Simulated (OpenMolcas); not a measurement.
**How basis sets differ on AlBH2F2 (SMILES F[B](F)[AlH2])**

AlBH2F2 has 6 atoms, charge 0, and is taken as a singlet. SMILES: `F[B](F)[AlH2]`. The shape comes from GFN2-xTB, which is rough for such elements, and wasn't checked as a minimum.

Quantity: the HOMO–LUMO gap, in eV. The values are calculated.

```
                              level          kind     program  value (eV)
                          HF/STO-3G  Hartree–Fock  OpenMolcas       14.80
                           HF/3-21G  Hartree–Fock  OpenMolcas       11.45
HF/ANO-RCC-VDZ (DKH2, RICD fitting)  Hartree–Fock  OpenMolcas       11.78
                        HF/def2-SVP  Hartree–Fock  OpenMolcas       11.73
```

The values span 11.45 to 14.80 eV. A Hartree–Fock LUMO above zero doesn't converge with the basis: it sinks as sets grow more diffuse. Orbital gaps aren't excitation energies.

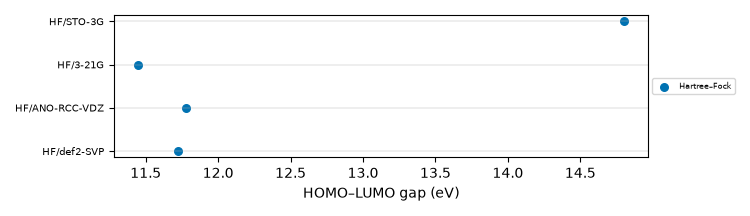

The values of the table, level by level.
